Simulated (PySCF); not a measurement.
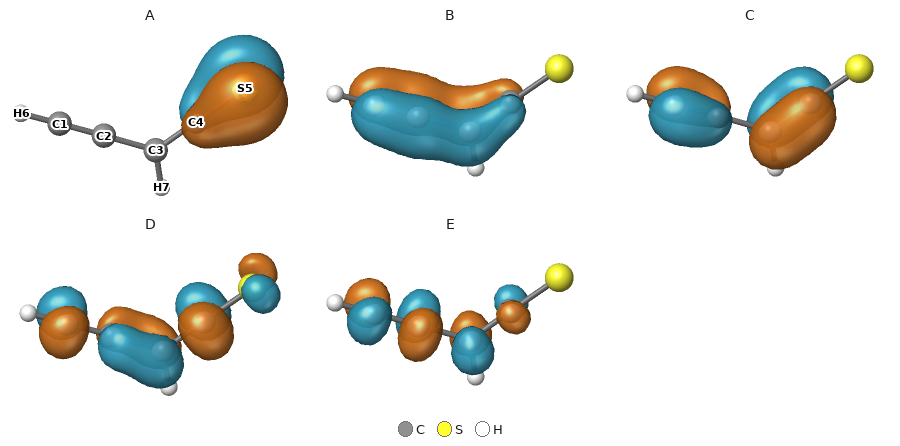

C4H2S, SMILES `C#CC=C=S`. Natural orbitals of the π active space, CASSCF(6,5), singlet state, in order of falling occupation. The active space holds only one of the two perpendicular π systems.

Method: 6-311G** basis; geometry: GFN2-xTB; program: PySCF. No frequency check shows the geometry to be a minimum. GFN2-xTB bond lengths at metals and heavier atoms can be off by up to 0.1 Å and shapes distorted, which carries into these values.

Coordinates in Å:

```
C1       2.8128   -0.5652    0.0000
C2       1.7959    0.0736    0.0000
C3       0.6119    0.8359    0.0000
C4      -0.5844    0.3097    0.0000
S5      -2.0153   -0.2951    0.0000
H6       3.7044   -1.1165    0.0000
H7       0.7227    1.9136    0.0000
```

**What are the natural occupation numbers?**

A 2.00, B 1.95, C 1.92, D 0.08, E 0.05.

**How multiconfigurational is the state?**

The leading determinant weighs 0.94; the effective number of unpaired electrons, Σ n²(2−n)², is 0.07; the most occupied of the weakly occupied orbitals holds 0.08 e, as in an ordinary closed-shell π system. The active space lowers the energy by 1.30 eV against Hartree–Fock.

**Where does the lowest triplet lie relative to the singlet, at this geometry and within this active space?**

3.56 eV above it by strongly contracted NEVPT2 (+3.84 eV by CASSCF); a small basis tends to put such gaps a few tenths of an eV too high. This is a vertical energy for π states alone; a state that uses lone pairs or σ orbitals may lie lower.
